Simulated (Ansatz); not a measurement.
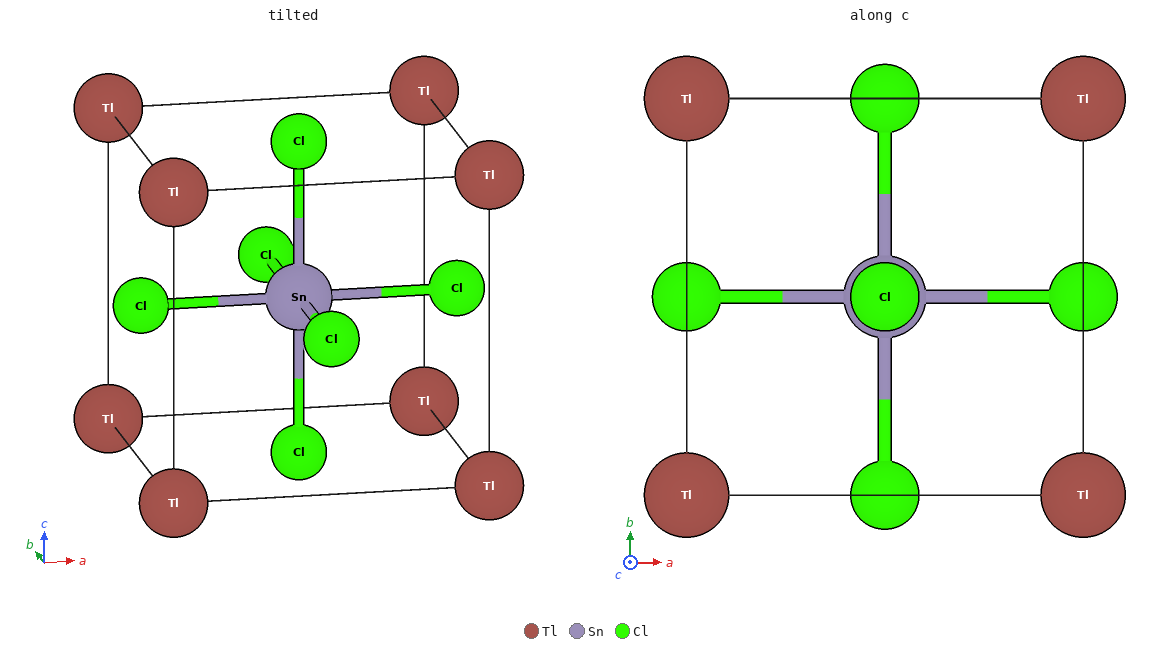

Crystal structure, ball-and-stick style, seen slightly off an axis and along the c axis. The frame is the conventional unit cell; atoms at its boundary are shown with their periodic copies.

TlSnCl$_{3}$, cubic perovskite, space group Pm-3m (No. 221), a = 5.517 Å, b = 5.517 Å, c = 5.517 Å, α = 90.00°, β = 90.00°, γ = 90.00°. Its origin is a structure type filled with these elements by a generator (whether the compound takes this form wasn't checked). Earlier steps of the study may have refined or changed the cell and positions. Ansatz was used for an electronic-structure calculation on it.

This one geometry was computed with Ansatz (DFT, plane waves, PAW) at six levels of theory: PBE, r2SCAN, HSE06, dielectric-dependent PBE0 (fraction 1/eps_inf of PBE), PBE0 and LDA. It was relaxed beforehand with r2SCAN.

Q: Which level gives the highest pressure at this volume, and what does that say about its equilibrium volume?

A: Highest: PBE (0.8 GPa), HSE06 (0.6 GPa), dielectric-dependent PBE0 (fraction 1/eps_inf of PBE) (0.7 GPa) and PBE0 (0.6 GPa), which points to the largest equilibrium volume. Lowest, with the smallest volume: LDA (-2.2 GPa). Levels within 0.5 GPa of each other can't be told apart.

Q: How does the band gap change with the level of theory?

A: LDA: a gap of 0.48 eV, indirect; PBE: a gap of 0.64 eV, indirect; r2SCAN: a gap of 0.73 eV, indirect; HSE06: a gap of 1.15 eV, indirect; dielectric-dependent PBE0 (fraction 1/eps_inf of PBE): a gap of 1.41 eV, indirect; PBE0: a gap of 1.79 eV, indirect.

Q: Collect the results in a table.

A:
| level | cutoff (eV) | k-mesh of the run's cell | gap (eV) | pressure (GPa) |
| --- | --- | --- | --- | --- |
| PBE | 420 | 6×6×6 | 0.64 | 0.8 |
| r2SCAN | 500 | 6×6×6 | 0.73 | -0.1 |
| HSE06 | 420 | 4×4×4 | 1.15 | 0.6 |
| dielectric-dependent PBE0 (fraction 1/eps_inf of PBE) | 420 | 4×4×4 | 1.41 | 0.7 |
| PBE0 | 420 | 4×4×4 | 1.79 | 0.6 |
| LDA | 420 | 6×6×6 | 0.48 | -2.2 |

Gaps are taken on the k-mesh or band path of each run.
